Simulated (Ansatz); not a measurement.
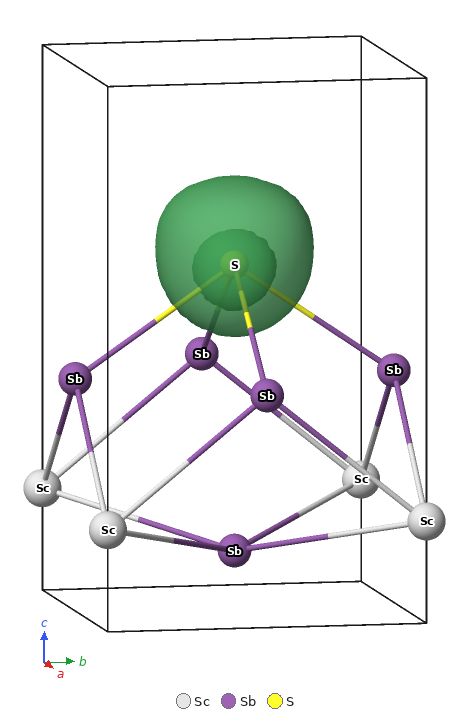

*ScSb$_{3}$S. Isosurface of the ELF at 0.75 (green), seen slightly off an axis. Core shells and regions of very low density are left out. Sticks mark near contacts.*

Space group P4mm; a structure generated by program, which may or may not match a known phase.

Method: DFT PBE, scalar-relativistic, plane waves, PAW in Ansatz 0.2.0.

In a PAW calculation such maps are meaningful between the atoms, not at the nuclei.

> Identify the bonds, lone pairs and shells in this picture.

The surface consists of one region wrapped around S (its valence shell), counted in one cell of 5 atoms. Any copies at cell faces, edges or corners count once.

Values along the shortest contacts:
Sb–S (2.77 Å): the ELF peaks at about 0.85 in the valence shell of S, 0.8 Å from its nucleus, and is about 0.45 at the midpoint. Sc–Sb (2.94 Å): the ELF peaks at about 0.60 in the valence shell of Sb, 1.3 Å from its nucleus, and is about 0.50 at the midpoint.
